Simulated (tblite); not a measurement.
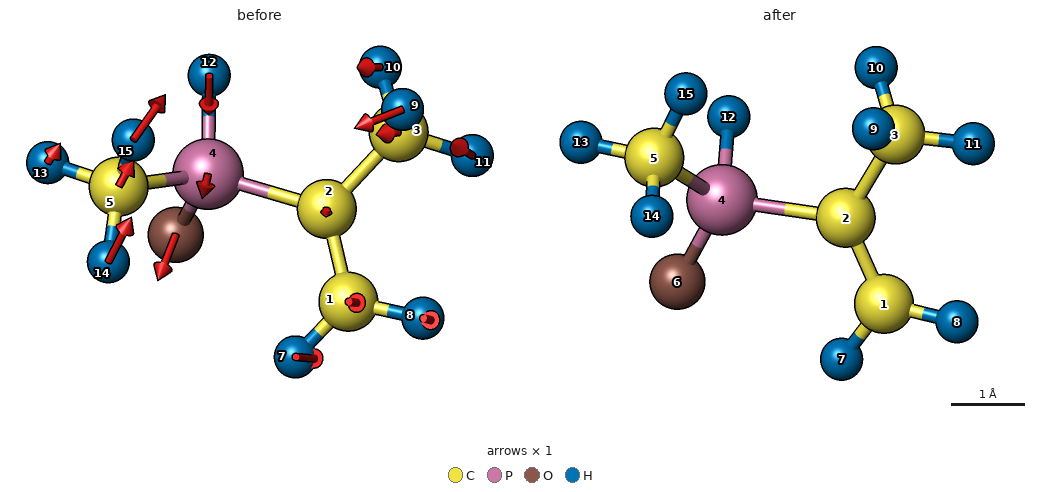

The structure of C₄H₉OP before (left) and after (right) a relaxation, at one scale. The red arrows give the displacements, at their true length.

The picture is a ball-and-stick view, seen at a tilt.

Level of theory: tblite, GFN2-xTB geometry optimisation, gas phase. 

Q: Summarise the run.

A: Over 168 geometry steps the energy falls by 53.8 kJ/mol. The largest moves after the best rigid fit, 0.88 Å, are those of H7 and H15. Largest moves by element: H 0.88 Å, O 0.80 Å, C 0.53 Å, P 0.39 Å. Near-neighbour distances that change, for instance: P4–O6 1.537 → 1.463 Å, C3–H11 1.138 → 1.088 Å, P4–C5 1.789 → 1.828 Å, C5–H13 1.127 → 1.089 Å. Among the angles between lasting bonds that change: C2–P4–C5 114.1° → 106.9°, P4–C5–H14 114.3° → 107.8°, C2–P4–H12 109.0° → 102.6°. Groups turn about C2–P4 by about 45°.
